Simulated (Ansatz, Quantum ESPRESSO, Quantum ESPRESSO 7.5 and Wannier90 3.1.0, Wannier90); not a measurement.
# Ballistic channels from Wannier functions: zigzag Sc chain, bond 2.80 Å, width 0.8 Å

Wanted: localised orbitals and the quantum conductance of this wire: zigzag Sc chain, bond 2.80 Å, width 0.8 Å.

Method: plane-wave DFT, PBE, PseudoDojo norm-conserving pseudopotentials (cross-check by Ansatz 0.2.0 with PAW datasets), in Quantum ESPRESSO 7.5 and Wannier90 3.1.0.

### Step 1. The structure

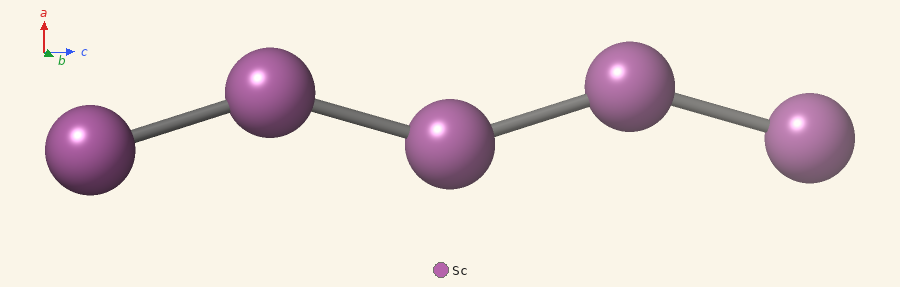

Start, viewed from the side, with the c axis across the page; scandium purple. 1×1×2 cells are drawn. Some periodic images of atoms are drawn too.

The cell holds 2 atoms: 2 Sc. Cell: a = 9.000 Å, b = 8.000 Å, c = 5.367 Å, α = 90.0°, β = 90.0°, γ = 90.0°. Vacuum lies along a and b. The structure's axis is c.

Structure file:

```cif
data_structure
_symmetry_space_group_name_H-M 'P 1'
_symmetry_Int_Tables_number 1
_cell_length_a 9.0000
_cell_length_b 8.0000
_cell_length_c 5.3666
_cell_angle_alpha 90.000
_cell_angle_beta 90.000
_cell_angle_gamma 90.000
_cell_volume 386.39
loop_
_atom_site_label
_atom_site_type_symbol
_atom_site_fract_x
_atom_site_fract_y
_atom_site_fract_z
_atom_site_occupancy
Sc1 Sc 0.95556 0.00000 0.00000 1
Sc2 Sc 0.04444 0.00000 0.50000 1
```

### Step 2. Self-consistent run

The input, scf.in:

```
&control
  prefix = 'scf'
  outdir = './out'
  pseudo_dir = './pseudo'
  calculation = 'scf'
  tprnfor = .true.
/
&system
  ibrav = 0
  nat = 2
  ntyp = 1
  ecutwfc = 70
  ecutrho = 280
  occupations = 'smearing'
  smearing = 'mv'
  degauss = 0.005
/
&electrons
  conv_thr = 1e-07
  mixing_beta = 0.4
  electron_maxstep = 120
  mixing_mode = 'local-TF'
/
ATOMIC_SPECIES
  Sc  44.9559  Sc.dojo-sr-pbe-0.4.1-standard.upf
CELL_PARAMETERS angstrom
  9.00000000000000 0.00000000000000 0.00000000000000
  0.00000000000000 8.00000000000000 0.00000000000000
  0.00000000000000 0.00000000000000 5.36656314599950
ATOMIC_POSITIONS crystal
  Sc  -0.044444444400 0.000000000000 0.000000000000
  Sc  0.044444444400 0.000000000000 0.500000000000
K_POINTS automatic
  1 1 12 0 0 0
```

Launch:

```console
OMP_NUM_THREADS=1 mpirun -n 2 pw.x -nk 1 -in scf.in > scf.out
```

The program printed:

```text
Program PWSCF v.7.5 starts
[citation notice left out]

     Parallel version (MPI & OpenMP), running on       2 processor cores
     Number of MPI processes:                 2
     Threads/MPI process:                     1

     MPI processes distributed on     1 nodes
[...]
Current dimensions of program PWSCF are:
     Max number of different atomic species (ntypx) = 10
     Max number of k-points (npk) =  40000
     Max angular momentum in pseudopotentials (lmaxx) =  4
     Message from routine setup:
     using ibrav=0 with symmetry is DISCOURAGED, use correct ibrav instead

     R & G space division:  proc/nbgrp/npool/nimage =       2
     Subspace diagonalization in iterative solution of the eigenvalue problem:
     a serial algorithm will be used

     Parallelization info
     --------------------
     sticks:   dense  smooth     PW     G-vecs:    dense   smooth      PW
     Min        2867    2867    769               103194   103194   14351
     Max        2868    2868    770               103195   103195   14352
     Sum        5735    5735   1539               206389   206389   28703

     Using Slab Decomposition

     bravais-lattice index     =            0
     lattice parameter (alat)  =      17.0075  a.u.
     unit-cell volume          =    2607.5062 (a.u.)^3
     number of atoms/cell      =            2
     number of atomic types    =            1
     number of electrons       =        22.00
     number of Kohn-Sham states=           15
     kinetic-energy cutoff     =      70.0000  Ry
     charge density cutoff     =     280.0000  Ry
     scf convergence threshold =      1.0E-07
     mixing beta               =       0.4000
     number of iterations used =            8  local-TF  mixing
     Exchange-correlation= PBE
                           (   1   4   3   4   0   0   0)

     celldm(1)=  17.007535  celldm(2)=   0.000000  celldm(3)=   0.000000
     celldm(4)=   0.000000  celldm(5)=   0.000000  celldm(6)=   0.000000

     crystal axes: (cart. coord. in units of alat)
               a(1) = (   1.000000   0.000000   0.000000 )
               a(2) = (   0.000000   0.888889   0.000000 )
               a(3) = (   0.000000   0.000000   0.596285 )

     reciprocal axes: (cart. coord. in units 2 pi/alat)
               b(1) = (  1.000000  0.000000  0.000000 )
               b(2) = (  0.000000  1.125000  0.000000 )
               b(3) = (  0.000000  0.000000  1.677051 )

     PseudoPot. # 1 for Sc read from file:
     ./pseudo/Sc.dojo-sr-pbe-0.4.1-standard.upf
     Pseudo is Norm-conserving + core correction, Zval = 11.0
     Generated using ONCVPSP code by D. R. Hamann
     Using radial grid of 1662 points,  6 beta functions with:
                l(1) =   0
                l(2) =   0
                l(3) =   1
                l(4) =   1
                l(5) =   2
                l(6) =   2

     atomic species   valence    mass     pseudopotential
     Sc               11.00    44.95590     Sc( 1.00)

      8 Sym. Ops., with inversion, found ( 4 have fractional translation)

   Cartesian axes

     site n.     atom                  positions (alat units)
         1        Sc     tau(   1) = (  -0.0444444   0.0000000   0.0000000  )
         2        Sc     tau(   2) = (   0.0444444   0.0000000   0.2981424  )

     number of k points=     7  Marzari-Vanderbilt smearing, width (Ry)=  0.0050
                       cart. coord. in units 2pi/alat
        k(    1) = (   0.0000000   0.0000000   0.0000000), wk =   0.1666667
        k(    2) = (   0.0000000   0.0000000   0.1397542), wk =   0.3333333
        k(    3) = (   0.0000000   0.0000000   0.2795085), wk =   0.3333333
        k(    4) = (   0.0000000   0.0000000   0.4192627), wk =   0.3333333
        k(    5) = (   0.0000000   0.0000000   0.5590170), wk =   0.3333333
        k(    6) = (   0.0000000   0.0000000   0.6987712), wk =   0.3333333
        k(    7) = (   0.0000000   0.0000000  -0.8385255), wk =   0.1666667

     Dense  grid:   206389 G-vectors     FFT dimensions: (  96,  81,  60)

     Estimated max dynamical RAM per process >     135.26 MB

     Estimated total dynamical RAM >     270.51 MB

     Initial potential from superposition of free atoms

     starting charge      21.9947, renormalised to      22.0000

     negative rho (up, down):  1.664E-05 0.000E+00
     Starting wfcs are   20 randomized atomic wfcs

     total cpu time spent up to now is        1.2 secs

     per-process dynamical memory:    74.7 Mb

     Self-consistent Calculation

     iteration #  1     ecut=    70.00 Ry     beta= 0.40
     Davidson diagonalization with overlap
     ethr =  1.00E-02,  avg # of iterations =  1.9

     total cpu time spent up to now is        3.7 secs

     total energy              =    -193.15223934 Ry
     estimated scf accuracy    <       0.41515433 Ry

     iteration #  2     ecut=    70.00 Ry     beta= 0.40
[...]
total energy              =    -193.09886901 Ry
     estimated scf accuracy    <       0.20127015 Ry

     iteration #  3     ecut=    70.00 Ry     beta= 0.40
[...]
total energy              =    -193.12037214 Ry
     estimated scf accuracy    <       0.02010722 Ry

     iteration #  4     ecut=    70.00 Ry     beta= 0.40
[...]
total energy              =    -193.12395258 Ry
     estimated scf accuracy    <       0.00760302 Ry

     iteration #  5     ecut=    70.00 Ry     beta= 0.40
[...]
total energy              =    -193.12407536 Ry
     estimated scf accuracy    <       0.00282433 Ry

     iteration #  6     ecut=    70.00 Ry     beta= 0.40
[...]
total energy              =    -193.12478585 Ry
     estimated scf accuracy    <       0.00090619 Ry

     iteration #  7     ecut=    70.00 Ry     beta= 0.40
[...]
total energy              =    -193.12501826 Ry
     estimated scf accuracy    <       0.00030494 Ry

     iteration #  8     ecut=    70.00 Ry     beta= 0.40
[...]
total energy              =    -193.12511859 Ry
     estimated scf accuracy    <       0.00002698 Ry

     iteration #  9     ecut=    70.00 Ry     beta= 0.40
[...]
total energy              =    -193.12512610 Ry
     estimated scf accuracy    <       0.00002303 Ry

     iteration # 10     ecut=    70.00 Ry     beta= 0.40
[...]
total energy              =    -193.12513022 Ry
     estimated scf accuracy    <       0.00000125 Ry

     iteration # 11     ecut=    70.00 Ry     beta= 0.40
[...]
total energy              =    -193.12513137 Ry
     estimated scf accuracy    <       0.00000038 Ry

     iteration # 12     ecut=    70.00 Ry     beta= 0.40
[...]
c_bands:  1 eigenvalues not converged
[...]
End of self-consistent calculation

          k = 0.0000 0.0000 0.0000 ( 25855 PWs)   bands (ev):

   -51.2095 -51.0986 -30.0643 -29.9687 -29.9651 -29.9423 -29.8725 -29.1418
    -3.5928  -1.3020  -0.9192  -0.7212  -0.7027  -0.4814  -0.4515

          k = 0.0000 0.0000 0.1398 ( 25815 PWs)   bands (ev):

   -51.2076 -51.1005 -30.0626 -29.9732 -29.9703 -29.9439 -29.8520 -29.1533
    -3.5463  -1.2943  -0.9885  -0.7357  -0.7157  -0.4534  -0.3341

          k = 0.0000 0.0000 0.2795 ( 25793 PWs)   bands (ev):

   -51.2021 -51.1061 -30.0579 -29.9857 -29.9751 -29.9487 -29.8027 -29.1872
    -3.4078  -1.2691  -1.1163  -0.8286  -0.6610  -0.4478  -0.3740

          k = 0.0000 0.0000 0.4193 ( 25779 PWs)   bands (ev):

   -51.1934 -51.1150 -30.0504 -29.9934 -29.9828 -29.9561 -29.7363 -29.2410
    -3.1805  -1.2239  -1.2222  -0.9617  -0.5612  -0.5447  -0.2553

          k = 0.0000 0.0000 0.5590 ( 25793 PWs)   bands (ev):

   -51.1820 -51.1266 -30.0405 -29.9951 -29.9927 -29.9652 -29.6579 -29.3111
    -2.8698  -1.2883  -1.1504  -1.1296  -0.9354  -0.6673  -0.4270

          k = 0.0000 0.0000 0.6988 ( 25791 PWs)   bands (ev):

   -51.1687 -51.1400 -30.0290 -30.0043 -29.9916 -29.9751 -29.5715 -29.3930
    -2.4835  -1.5387  -1.3027  -1.1757  -1.0536  -0.8022  -0.2682

[...]
the Fermi energy is    -1.1151 ev

!    total energy              =    -193.12513141 Ry
     estimated scf accuracy    <       0.00000005 Ry
     smearing contrib. (-TS)   =       0.00021066 Ry
     internal energy E=F+TS    =    -193.12534207 Ry

     The total energy is F=E-TS. E is the sum of the following terms:
     one-electron contribution =    -253.35358006 Ry
     hartree contribution      =     121.86921842 Ry
     xc contribution           =     -32.17560998 Ry
     ewald contribution        =     -29.46537046 Ry

     convergence has been achieved in  12 iterations

     Forces acting on atoms (cartesian axes, Ry/au):

     atom    1 type  1   force =     0.00719513    0.00000000    0.00000000
     atom    2 type  1   force =    -0.00719513    0.00000000    0.00000000

     Total force =     0.010175     Total SCF correction =     0.000002

[...]
=------------------------------------------------------------------------------=
   JOB DONE.
=------------------------------------------------------------------------------=
```

The job ended after 32 s (2 MPI ranks of Arm Neoverse V2, shared host; peak memory 0.39 GiB; 64 s of CPU time).

This step gave:

| Item | Value |
| --- | --- |
| free energy | -2627.6013 eV |
| Fermi energy | -1.115 eV |

The program's own clock; routines nest. Time by routine:

| routine | wall time (s) | calls |
| --- | --- | --- |
| PWSCF | 31.55 | 1 |
| electrons | 30.1 | 1 |
| c_bands | 21.5 | 12 |
| cegterg | 20.73 | 84 |
| fftw | 19.16 | 8052 |
| h_psi | 19.04 | 455 |
| vloc_psi | 17.44 | 455 |
| mix_rho | 4.03 | 12 |
| sum_band | 3.64 | 12 |
| ffts | 2.33 | 711 |
| init_run | 1.15 | 1 |
| v_of_rho | 0.98 | 13 |
| wfcinit | 0.93 | 1 |
| calbec | 0.83 | 483 |

The run needed 12 iterations to bring the estimated error under 1e-07 Ry; the largest force on any atom, held or free, is 0.18 eV/Å.

### Step 3. Full uniform mesh without symmetry

Wannier90 needs the states on a whole uniform mesh, listed point by point, without symmetry.

nscf.in is the input of step 2 with these lines changed:

```diff
@@ -1,7 +1,6 @@
 &control
-  prefix = 'scf'
+  prefix = 'nscf'
   outdir = './out'
   pseudo_dir = './pseudo'
-  calculation = 'scf'
-  tprnfor = .true.
+  calculation = 'nscf'
 /
@@ -16,5 +15,8 @@
   degauss = 0.005
+  nosym = .true.
+  noinv = .true.
+  nbnd = 35
 /
 &electrons
-  conv_thr = 1e-07
+  conv_thr = 1e-09
   mixing_beta = 0.4
@@ -22,2 +24,3 @@
   mixing_mode = 'local-TF'
+  diago_full_acc = .true.
 /
@@ -32,3 +35,9 @@
   Sc  0.044444444400 0.000000000000 0.500000000000
-K_POINTS automatic
-  1 1 12 0 0 0
+K_POINTS crystal
+6
+  0.0000000000 0.0000000000 0.0000000000 0.1666666667
+  0.0000000000 0.0000000000 0.1666666667 0.1666666667
+  0.0000000000 0.0000000000 0.3333333333 0.1666666667
+  0.0000000000 0.0000000000 0.5000000000 0.1666666667
+  0.0000000000 0.0000000000 0.6666666667 0.1666666667
+  0.0000000000 0.0000000000 0.8333333333 0.1666666667
```

Launch:

```console
cp -r out/scf.save out/nscf.save
cp out/scf.xml out/nscf.xml
OMP_NUM_THREADS=1 mpirun -n 2 pw.x -nk 1 -in nscf.in > nscf.out
```

The program printed:

```text
[banner, memory and clock lines left out]
Program PWSCF v.7.5 starts
[citation notice left out]

[...]
bravais-lattice index     =            0
     lattice parameter (alat)  =      17.0075  a.u.
     unit-cell volume          =    2607.5062 (a.u.)^3
     number of atoms/cell      =            2
     number of atomic types    =            1
     number of electrons       =        22.00
     number of Kohn-Sham states=           35
     kinetic-energy cutoff     =      70.0000  Ry
     charge density cutoff     =     280.0000  Ry
     Exchange-correlation= PBE
                           (   1   4   3   4   0   0   0)

[...]
PseudoPot. # 1 for Sc read from file:
     ./pseudo/Sc.dojo-sr-pbe-0.4.1-standard.upf
     Pseudo is Norm-conserving + core correction, Zval = 11.0
     Generated using ONCVPSP code by D. R. Hamann
     Using radial grid of 1662 points,  6 beta functions with:
                l(1) =   0
                l(2) =   0
                l(3) =   1
                l(4) =   1
                l(5) =   2
                l(6) =   2

     atomic species   valence    mass     pseudopotential
     Sc               11.00    44.95590     Sc( 1.00)

     No symmetry found

[...]
number of k points=     6  Marzari-Vanderbilt smearing, width (Ry)=  0.0050
[...]
Dense  grid:   206389 G-vectors     FFT dimensions: (  96,  81,  60)

     The potential is recalculated from file :
     ./out/nscf.save/charge-density

     Starting wfcs are   20 randomized atomic wfcs +   15 random wfcs

     Band Structure Calculation
     Davidson diagonalization with overlap

     ethr =  4.55E-12,  avg # of iterations = 63.3

     End of band structure calculation

          k = 0.0000 0.0000 0.0000 ( 25855 PWs)   bands (ev):

   -51.2074 -51.0965 -30.0624 -29.9668 -29.9632 -29.9403 -29.8704 -29.1396
    -3.5919  -1.3006  -0.9180  -0.7198  -0.7020  -0.4802  -0.4503  -0.3760
     0.1786   0.3777   0.5796   0.5945   1.4567   1.6731   1.8646   2.2498
     3.4403   3.6874   3.6978   4.1437   4.9395   4.9574   5.2348   6.2601
     6.2601   6.3180   6.6856

          k = 0.0000 0.0000 0.2795 ( 25793 PWs)   bands (ev):

   -51.2001 -51.1041 -30.0561 -29.9837 -29.9733 -29.9467 -29.8006 -29.1850
    -3.4069  -1.2678  -1.1149  -0.8278  -0.6598  -0.4502  -0.3728  -0.1037
    -0.0328   0.3634   0.3634   0.5392   1.5813   1.7288   1.8931   2.3601
     3.5997   3.7149   3.8352   4.0535   4.3574   4.4798   4.7049   5.3813
     6.0894   6.4173   6.6974

[...]
the Fermi energy is    -1.1071 ev
     (compare with:    -1.1151 eV, computed in scf)

[...]
```

Elapsed: 46 s, on 2 MPI ranks; peak memory 0.22 GiB; 92 s of CPU time.

Numbers from this step:

| Property | Result |
| --- | --- |
| Fermi energy | -1.107 eV |

The program's own clock; routines nest. Time by routine:

| routine | wall time (s) | calls |
| --- | --- | --- |
| PWSCF | 45.28 | 1 |
| electrons | 45 | 1 |
| c_bands | 45 | 1 |
| cegterg | 43.59 | 22 |
| h_psi | 33.91 | 408 |
| vloc_psi | 31.38 | 408 |
| fftw | 29.19 | 12214 |
| h_psi:calbec | 1.18 | 408 |
| add_vuspsi | 1.18 | 408 |
| calbec | 1.18 | 408 |
| cdiaghg | 0.44 | 386 |
| g_psi | 0.26 | 380 |
| init_run | 0.21 | 1 |
| potinit | 0.1 | 1 |

(Part 1 of 4 ends here.)

[Logs are printed without paths, hosts, clocks, repeated set-up lines and the standing remarks that a program may print on its own settings, such as how far it seeks lower states.]

[Hosts, paths, dates, database ids (printed as entryN), source tags and the programs' standing remarks are cut or masked in the printed files.]

[Maps of the electrostatic potential energy from Ansatz leave out the sawtooth potential of an applied field or a dipole correction, so their vacuum need not be flat; planar profiles and work functions include it.]
